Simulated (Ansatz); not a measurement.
Consider Si in the diamond structure (space group Fd-3m, No. 227; a = 5.402 Å). Axes: x, y, z lie along the cube axes.

Modification: the cell is stretched by 2.50 % along z with no lateral relaxation, atoms relaxed at fixed cell.

Method: LDA in Ansatz (plane waves to 420 eV, PAW, scalar-relativistic without spin-orbit coupling).

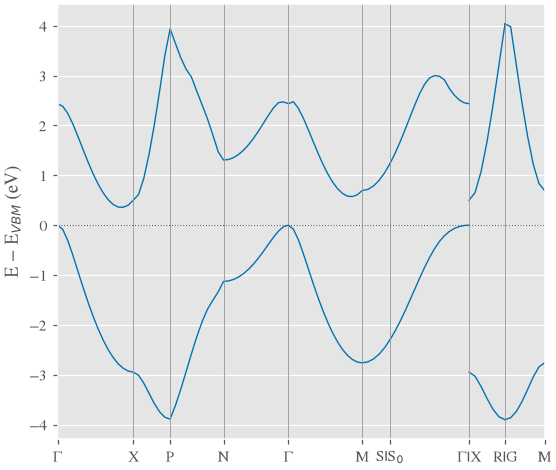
Figure: Highest valence and lowest conduction band along the path of the changed cell's own zone

Question: Read the changed gap and its character from the plot.

Answer: About 0.4 eV, indirect, Γ → Γ–X (87 % along).

The cells carry an imposed strain or load. Stability against distortions was not tested. Labels are those of the standard path for the cell's own space group.

Ansatz is a program for electronic structure.
